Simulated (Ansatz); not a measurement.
Bands of a (5,5) arsenic nanotube, along its axis.

Levels: PBE (plane waves to 420 eV, PAW; Ansatz, a quantum-chemistry and plane-wave program); PBE with spin-orbit coupling in Ansatz. Unmarked values and the geometry are of the first. Mesh 1×1×10. No spin polarisation. Isolated but for its images some 11 Å away. A hypothetical model, rolled from the flat sheet. It keeps the symmetry and period of its start, so it need not be a minimum against all distortions. Values not marked SOC lack spin–orbit coupling.

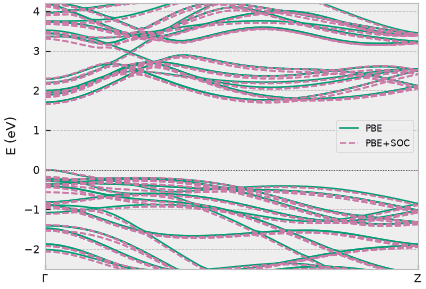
Figure: Bands from the zone centre to the zone edge (period 3.63 Å); the dotted line marks the highest filled level of each set

Question: Is it a metal or a semiconductor at this level? Give what the bands show.

Answer: A semiconductor in PBE.
- PBE gap = 1.70 eV, direct at Γ
- PBE+SOC gap at this geometry = 1.66 eV
